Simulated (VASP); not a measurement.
Band structure of Dy (hcp). These are revPBE GGA, VASP's PBE PAW potentials (set 64) (plane waves; VASP) values and carry that method's errors.

The 4f electrons are frozen in the core of the lanthanide potential, so 4f levels, which can set the real gap, and their magnetism are missing.

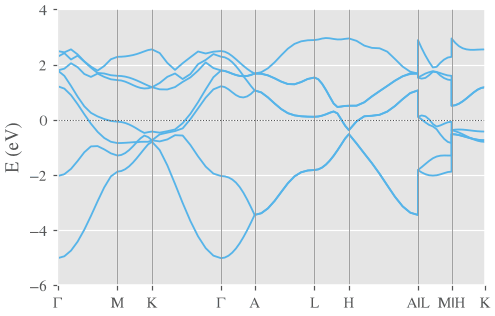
Bands along high-symmetry lines, zero at the valence-band maximum or, without a gap, the Fermi level

Problem. Read the plot: is there a gap, and where are the band edges?

Solution. It has no gap at this level: it comes out as a metal or semimetal. (Edges off the drawn lines would not show.)

The compound is Dy in the hcp structure. It was relaxed first.
